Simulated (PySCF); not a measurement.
```xyz
18

C     3.5231    0.1460    0.6379
C     2.6856    0.3611   -0.3622
F     3.1694    0.6345   -1.5976
O     1.3631    0.3220   -0.2758
B     0.4457    0.6649   -1.2043
C    -1.0765    0.4595   -0.8183
C    -1.3352   -0.0627    0.5969
C    -2.8175   -0.3078    0.8522
H     3.1498   -0.0709    1.6190
H     4.5831    0.1876    0.4807
H     0.7557    1.0943   -2.2569
H    -1.5271   -0.2333   -1.5361
H    -1.6188    1.3994   -0.9556
H    -0.9552    0.6598    1.3214
H    -0.7832   -0.9928    0.7424
H    -3.2059   -1.0506    0.1584
H    -3.3854    0.6108    0.7208
H    -2.9794   -0.6687    1.8656
```

Geometry: GFN2-xTB.

Method: PBE0/pcSseg-1, SCF density, gas phase, non-relativistic (PySCF).

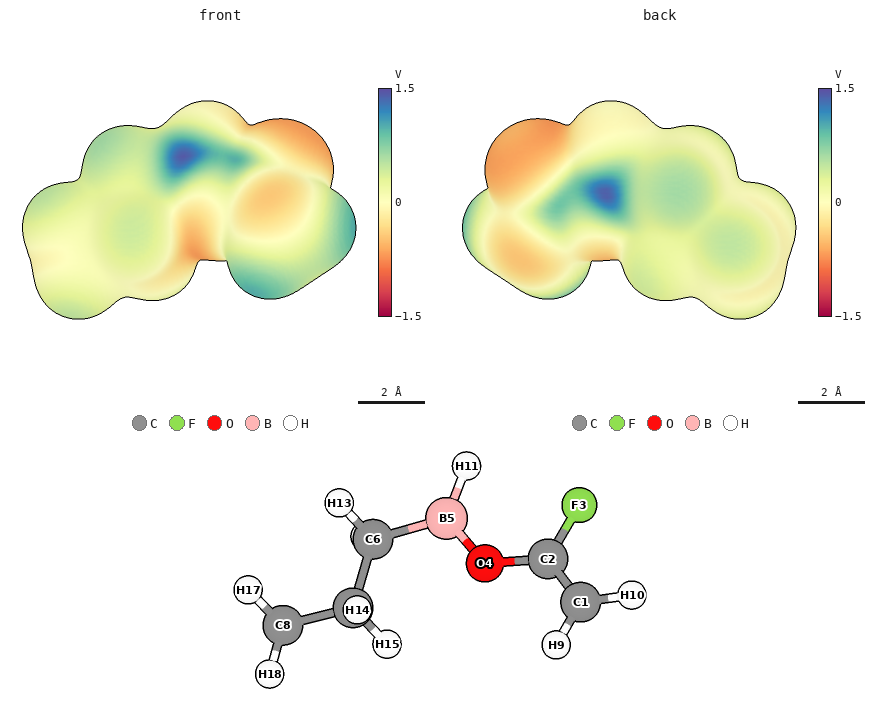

C$_{5}$H$_{10}$BFO (SMILES C=C(F)OBCCC). The electrostatic potential painted on the density surface at 0.002 e/bohr³, seen from the front and from behind; the colour scale runs from red (negative) to blue (positive). The bare structure is drawn below in the same view.

> Which sites attract a positive test charge, and which a negative one?

A positive charge is drawn to the negative regions and a negative charge to the positive ones. The most negative region (about −0.7 V) lies over F3 and O4, the most positive (about +1.3 V) over B5.
